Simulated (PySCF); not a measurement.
CH4O2, SMILES OCO at its PBE/def2-SVP optimised geometry (Å):

```
7

O      0.8448    -0.5666     0.0000
C     -0.5603    -0.5666     0.0000
O     -1.1228     0.7210     0.0000
H      1.1228    -0.1070     0.8161
H     -0.9898    -1.0663     0.9008
H     -0.8461    -1.1601    -0.9009
H     -0.8117     1.1601    -0.8154
```

Calculation: PBE/def2-TZVP (PySCF). Cells within 0.4 Å of a nucleus heavier than hydrogen are left out (blank, or x).

Map of the deformation density (molecule minus spherical neutral atoms) (e/bohr³) on the plane z = 0.0 Å:

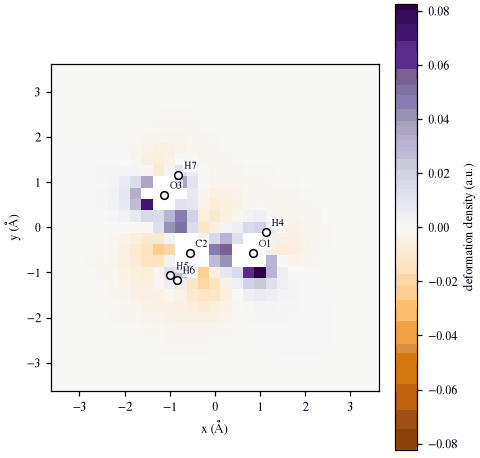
Deformation density (molecule minus spherical neutral atoms) (e/bohr³) on the plane z = 0.0 Å.
